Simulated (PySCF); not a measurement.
C₂H₆O, SMILES `C.C=O`.

Method: HF/cc-pVDZ; geometry: GFN2-xTB; program: PySCF.

Input script:

```python
import numpy as np
from pyscf import gto, scf, dft
from pyscf.scf import atom_ks, atom_hf
from scipy.linalg import block_diag
from pyscf.dispersion import dftd3

def solve(mol, dm0=None, hcore=None):
    mf = scf.UHF(mol) if mol.spin else scf.RHF(mol)
    mf = mf.density_fit(auxbasis='def2-universal-jkfit')
    mf.conv_tol, mf.max_cycle = 1e-8, 80
    if hcore is not None:
        mf.get_hcore = lambda *args: hcore
    mf.kernel(dm0)
    if not mf.converged:
        mf = mf.newton().run(mf.mo_coeff, mf.mo_occ, max_cycle=30)
    assert mf.converged, 'SCF not converged'
    return mf

mol = gto.M(atom='''
C      2.28165    -0.08319     0.00365
H      3.00469    -0.52914     0.67377
H      2.59807    -0.23616    -1.01977
H      2.21080     0.97788     0.20532
H      1.31577    -0.54840     0.15555
C     -1.19248     0.51855    -0.00731
O     -1.72655    -0.54781     0.00406
H     -0.98181     1.09055     0.91208
H     -0.87014     1.01560    -0.93747
''', basis='cc-pvdz', charge=0, spin=0, verbose=4)
mol_a = gto.M(atom='''
C      2.28165    -0.08319     0.00365
H      3.00469    -0.52914     0.67377
H      2.59807    -0.23616    -1.01977
H      2.21080     0.97788     0.20532
H      1.31577    -0.54840     0.15555
ghost-C     -1.19248     0.51855    -0.00731
ghost-O     -1.72655    -0.54781     0.00406
ghost-H     -0.98181     1.09055     0.91208
ghost-H     -0.87014     1.01560    -0.93747
''', basis='cc-pvdz', charge=0, spin=0, verbose=4)
mol_b = gto.M(atom='''
ghost-C      2.28165    -0.08319     0.00365
ghost-H      3.00469    -0.52914     0.67377
ghost-H      2.59807    -0.23616    -1.01977
ghost-H      2.21080     0.97788     0.20532
ghost-H      1.31577    -0.54840     0.15555
C     -1.19248     0.51855    -0.00731
O     -1.72655    -0.54781     0.00406
H     -0.98181     1.09055     0.91208
H     -0.87014     1.01560    -0.93747
''', basis='cc-pvdz', charge=0, spin=0, verbose=4)
ab, a, b = solve(mol), solve(mol_a), solve(mol_b)
e_int = ab.e_tot - a.e_tot - b.e_tot
print('counterpoise-corrected interaction energy / kcal/mol', e_int * 627.5095)
def disp(atoms, charge):
    m = gto.M(atom=atoms, charge=charge, basis='sto-3g', spin=None, unit='Bohr', verbose=0)
    return dftd3.DFTD3Dispersion(m, xc='hf', version='d3bj').get_dispersion()['energy']
e_disp = disp(mol._atom, mol.charge) - disp(mol._atom[:5], mol_a.charge) - disp(mol._atom[5:], mol_b.charge)
print('D3(BJ) part / kcal/mol', e_disp * 627.5095)
# spherically averaged free atoms, for the promolecule
atm = scf.atom_hf.get_atm_nrhf(mol)
pro = block_diag(*[(atm[a[0]][2] * atm[a[0]][3]) @ atm[a[0]][2].T for a in mol._atom])
np.savez('result.npz', e_int=e_int, e_disp=e_disp, dm_a=a.make_rdm1(), dm_b=b.make_rdm1(), c=ab.mo_coeff, occ=ab.mo_occ, eps=ab.mo_energy, pro=pro, d=[f.dip_moment(verbose=0) for f in (ab, a, b)])
```

Command:

```sh
OMP_NUM_THREADS=1 python input.py
```

The run took 0.6 s on 1 thread of AMD EPYC 9R45 96-Core Processor (Zen 5), on a shared host, peak memory 0.17 GiB.

Partitions, critical points and surface values were worked out afterwards from this run's density.

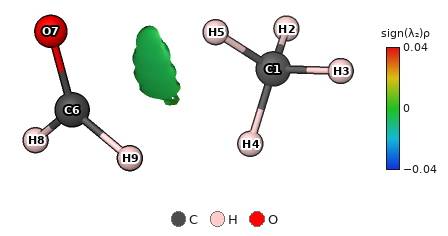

Non-covalent interaction surfaces between the fragments (reduced density gradient s = 0.6, coloured by sign(λ₂)ρ in a.u.; trimmed to the region between the fragments where ρ is under 0.06 a.u.). Fragment A: H4C (atoms 1–5); fragment B: H2CO.

**Interpret the surfaces between the fragments.**

Bond critical points between the fragments: H5···C6, C–H···C contact, 2.73 Å, ρ = 0.005 a.u. It is weak and appears green (van der Waals range). The pose is a local one from a semi-empirical search, not shown to be the most stable.

**How strongly are they bound?**

The counterpoise-corrected interaction energy of the frozen fragments is +0.7 kcal/mol without dispersion correction and −0.8 kcal/mol with D3(BJ). The pair geometry is semi-empirical, not a minimum at this level.
